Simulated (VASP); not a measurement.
Band structure of MgF$_{2}$ (rutile). All values below come from r2SCAN meta-GGA, VASP's PBE PAW potentials (set 64) (plane waves; VASP).

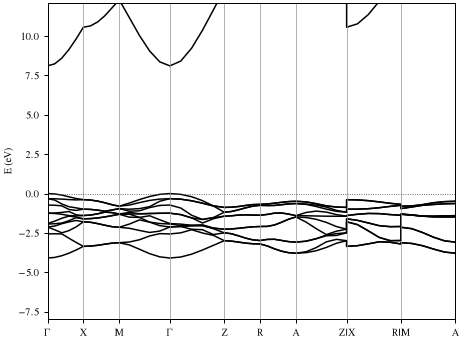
*Bands along high-symmetry lines, zero at the valence-band maximum or, without a gap, the Fermi level*

Problem. Read the plot: is there a gap, and where are the band edges?

Solution. The gap is direct, 8.11 eV, from the valence maximum at Γ to the conduction minimum at Γ.

Measured: gap 12.40 eV (computed value off by -4.29 eV), as given by Andrés Aguado et al., Journal of the Physical Society of Japan (1999), arXiv:cond-mat/9901145.

The compound is MgF2 in the rutile structure. It was relaxed first.
